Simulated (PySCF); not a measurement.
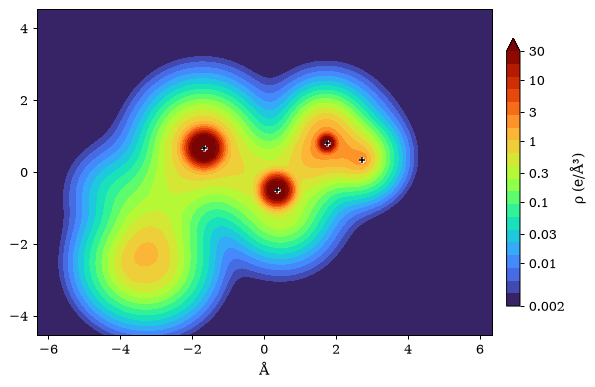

The electron density on a plane through atoms (crosses mark nuclei in the plane).

These are results of CAM-B3LYP/def2-SVPD, SCF density, gas phase in PySCF, not measurements.

Candidates:
A. C₂H₁₁AsSSi₂ (SMILES C[SiH2][AsH][SiH2]SC)
B. C₃H₉AsGeS

**Which candidate gave the map?**

Candidate A: C₂H₁₁AsSSi₂ on the plane of atoms C1, Si2 and As3, which holds C, Si, As and H. C–Si (1.90 Å): ρ is about 0.93 e/Å³ halfway. Si–As (2.34 Å): ρ at the midpoint is about 0.67 e/Å³, with its minimum of 0.6 e/Å³ about 0.8 Å from Si.
